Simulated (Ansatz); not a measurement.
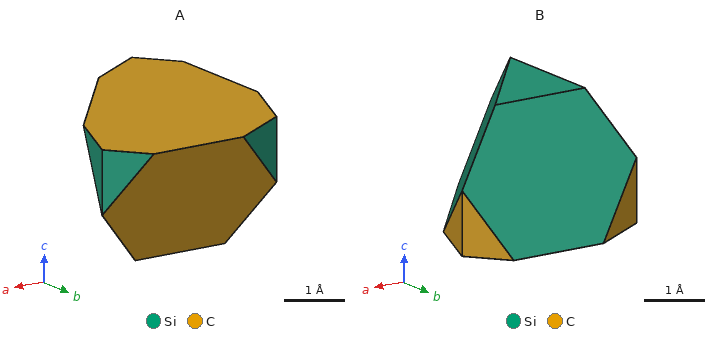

Computed Voronoi cells of the 2 sites of this structure, drawn to one scale and in one orientation; each face has the colour of the neighbour behind it.

SiC, space group P6_3mc (No. 186), a = 3.107 Å, b = 3.107 Å, c = 5.040 Å, α = 90.00°, β = 90.00°, γ = 120.00°

| site | Wyckoff | x | y | z |
| --- | --- | --- | --- | --- |
| Si | 2b | 0.3333 | 0.6667 | 0.0040 |
| C | 2b | 0.3333 | 0.6667 | 0.3810 |

Source: coordinates from a relaxation (final pressure about -4.1 GPa) with DFT r2SCAN, scalar-relativistic, plane waves, PAW (Ansatz).

Question: Which cell belongs to which site?

Answer: A is Si (11 faces above 1 % of the solid angle, 10.5 Å³, mostly facing C); B is C (11 faces above 1 % of the solid angle, 10.5 Å³, mostly facing Si).
